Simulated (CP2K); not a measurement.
# B3N3H6 (SMILES B1NBNBN1) at GFN2-xTB

Aim: the energy change on altering one bond length of B3N3H6 at GFN2-xTB, from 2 runs. 

The calculation is run with CP2K 2026.2.

3 further runs of the same task are left out: 2 that didn't finish, 1 set aside as unsound or not needed.

### 1 Starting point

The species is B3N3H6 (12 atoms), meant as a singlet with charge 0. SMILES: `B1NBNBN1`. The shape is that of a PBE0-D4/def2-TZVP optimisation. This is one conformer, not always the lowest.

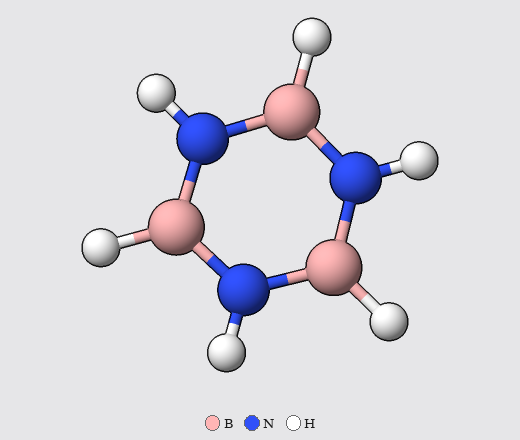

Viewed from a chosen angle; boron pink, nitrogen blue, hydrogen white.

### 2 A single-point energy at GFN2-xTB

Contents of qs.inp:

```
&GLOBAL
 PROJECT qs
 RUN_TYPE ENERGY
 PRINT_LEVEL MEDIUM
&END
&FORCE_EVAL
 METHOD Quickstep
 &DFT
  CHARGE 0
  MULTIPLICITY 1
  &QS
   METHOD XTB
   EPS_DEFAULT 1.0E-10
   &XTB
    GFN_TYPE TBLITE
    &TBLITE
     METHOD GFN2
    &END
    CHECK_ATOMIC_CHARGES F
   &END
  &END
  &POISSON
   PERIODIC NONE
   POISSON_SOLVER ANALYTIC
  &END
  &SCF
   SCF_GUESS ATOMIC
   EPS_SCF 1.0E-07
   MAX_SCF 150
   ADDED_MOS 8
   &DIAGONALIZATION
    ALGORITHM STANDARD
   &END
   &MIXING
    METHOD DIRECT_P_MIXING
    ALPHA 0.4
   &END
  &END
  &PRINT
   &MOMENTS
    PERIODIC F
    REFERENCE COM
    MAX_MOMENT 1
   &END
   &MO ON
    ENERGIES T
    OCCUPATION_NUMBERS T
    NDIGITS 6
    &EACH
     QS_SCF 0
    &END
    ADD_LAST NUMERIC
   &END
   &HIRSHFELD OFF
   &END
  &END
 &END
 &SUBSYS
  &CELL
   ABC [angstrom] 12.4 12.3 11.2
   PERIODIC NONE
  &END
  &COORD
   UNIT bohr
   B     -1.3711853    -2.3115508     0.4793479
   N      0.9905377    -1.8077309     1.6692329
   B      2.3907303     0.4509076     1.2386966
   N      1.3321813     2.2458639    -0.4656852
   B     -1.0195639     1.8606810    -1.7180256
   N     -2.3227758    -0.4380763    -1.2034532
   H     -2.5074587    -4.2272418     0.8765117
   H      1.7004701    -3.1033838     2.8655051
   H      4.3720137     0.8245442     2.2651769
   H      2.2869655     3.8554381    -0.7994864
   H     -1.8644416     3.4026031    -3.1418587
   H     -3.9874733    -0.7520354    -2.0659998
  &END
  &TOPOLOGY
   &CENTER_COORDINATES
   &END
  &END
 &END
&END
```

The run is started by

```bash
OMP_NUM_THREADS=1 cp2k.psmp -i qs.inp > qs.out 2>&1
```

What it wrote:

```text
CP2K| version string:                                       CP2K version 2026.2
[...]
 GLOBAL| Method name                                                        CP2K
[...]
 GLOBAL| Run type                                                         ENERGY
[...]
                             - Atoms:                                         12
[...]
                             - Spherical basis functions:                     30
[...]
 Number of electrons:                                                         30
[...]
  *** SCF run converged in    16 steps ***
[...]
  Fermi energy:                                                -0.20903779982429
[...]
 TB_DIPOLE| Moment [Debye]         -0.00005637       0.00007160      -0.00004488
 TB_DIPOLE| Derivative [a.u.]       0.00000000       0.00000000       0.00000000
[...]
 ENERGY| Total FORCE_EVAL ( QS ) energy [hartree]            -15.721812322917152
[...]
```

Wall time 0.24 s (1 thread of Arm Neoverse V2, shared host).

### 3 The distorted shape at the same level

Contents of mol.inp:

```
&GLOBAL
  PROJECT mol
  RUN_TYPE ENERGY
  PRINT_LEVEL MEDIUM
&END GLOBAL

&FORCE_EVAL
  METHOD QS
  &DFT
    CHARGE 0
    MULTIPLICITY 1
    ! Quickstep
    &QS
      METHOD XTB
      EPS_DEFAULT 1.0E-10
      &XTB
        GFN_TYPE TBLITE
        &TBLITE
          METHOD GFN2
        &END TBLITE
        CHECK_ATOMIC_CHARGES F
      &END XTB
    &END QS
    &POISSON
      PERIODIC NONE
      POISSON_SOLVER ANALYTIC
    &END POISSON
    ! self-consistent field
    &SCF
      SCF_GUESS ATOMIC
      EPS_SCF 1.0E-07
      MAX_SCF 150
      ADDED_MOS 8
      &DIAGONALIZATION
        ALGORITHM STANDARD
      &END DIAGONALIZATION
      &MIXING
        METHOD DIRECT_P_MIXING
        ALPHA 0.4
      &END MIXING
    &END SCF
    ! extra output
    &PRINT
      &MOMENTS
        PERIODIC F
        REFERENCE COM
        MAX_MOMENT 1
      &END MOMENTS
      &MO ON
        ENERGIES T
        OCCUPATION_NUMBERS T
        NDIGITS 6
        &EACH
          QS_SCF 0
        &END EACH
        ADD_LAST NUMERIC
      &END MO
      &HIRSHFELD OFF
      &END HIRSHFELD
    &END PRINT
  &END DFT
  &SUBSYS
    ! vacuum box
    &CELL
      ABC [angstrom] 12.4 12.8 11.2
      PERIODIC NONE
    &END CELL
    &COORD
      UNIT bohr
      B     -0.8030146    -1.3536467     0.2807547
      N      1.5587085    -0.8498268     1.4706397
      B      2.9589010     1.4088116     1.0401034
      N      1.9003521     3.2037680    -0.6642784
      B     -0.4513932     2.8185851    -1.9166188
      N     -1.7546050     0.5198278    -1.4020464
      H     -2.5074587    -4.2272418     0.8765117
      H      2.2686408    -2.1454798     2.6669119
      H      4.9401844     1.7824483     2.0665837
      H      2.8551362     4.8133422    -0.9980796
      H     -1.2962709     4.3605071    -3.3404519
      H     -3.4193026     0.2058687    -2.2645930
    &END COORD
    &TOPOLOGY
      &CENTER_COORDINATES
      &END CENTER_COORDINATES
    &END TOPOLOGY
  &END SUBSYS
&END FORCE_EVAL
```

The run is started by

```bash
OMP_NUM_THREADS=1 cp2k.psmp -i mol.inp -o mol.out
```

What it wrote:

```text
CP2K| version string:                                       CP2K version 2026.2
[...]
 GLOBAL| Method name                                                        CP2K
[...]
 GLOBAL| Run type                                                         ENERGY
[...]
                             - Atoms:                                         12
[...]
                             - Spherical basis functions:                     30
[...]
 Number of electrons:                                                         30
[...]
  *** SCF run converged in    18 steps ***
[...]
  Fermi energy:                                                -0.22282480942152
[...]
 TB_DIPOLE| Moment [Debye]          1.01244862       1.70705652      -0.35396609
 TB_DIPOLE| Derivative [a.u.]       0.00000000       0.00000000       0.00000000
[...]
 ENERGY| Total FORCE_EVAL ( QS ) energy [hartree]            -15.663477654281337
[...]
```

It took 0.21 s on 1 thread of Arm Neoverse V2, shared host.

### 4 Results

At GFN2-xTB:

```
                                                         quantity          value
                                        first shape: total energy   -15.72181 Eh
           first shape: dipole moment (from atomic charges alone)         0.00 D
                                         first shape: HOMO energy      -10.72 eV
                                         first shape: LUMO energy       -4.77 eV
                                       first shape: HOMO–LUMO gap        5.95 eV
                                   first shape: dispersion energy  -18.52 kJ/mol
                                    distorted shape: total energy   -15.66348 Eh
       distorted shape: dipole moment (from atomic charges alone)         2.02 D
                                     distorted shape: HOMO energy      -10.29 eV
                                     distorted shape: LUMO energy       -5.16 eV
                                   distorted shape: HOMO–LUMO gap        5.13 eV
                               distorted shape: dispersion energy  -21.82 kJ/mol
energy change with the B1–H7 bond stretched from 1.197 to 1.796 Å       1.587 eV
```

What this shows: With the B1–H7 bond stretched from 1.197 to 1.796 Å the energy rises by 1.59 eV (37 kcal/mol). The first shape isn't relaxed at this level, so the change isn't measured from a minimum. The dipole (distorted shape) comes from point charges on the atoms alone, without atomic dipoles, so it is partial.
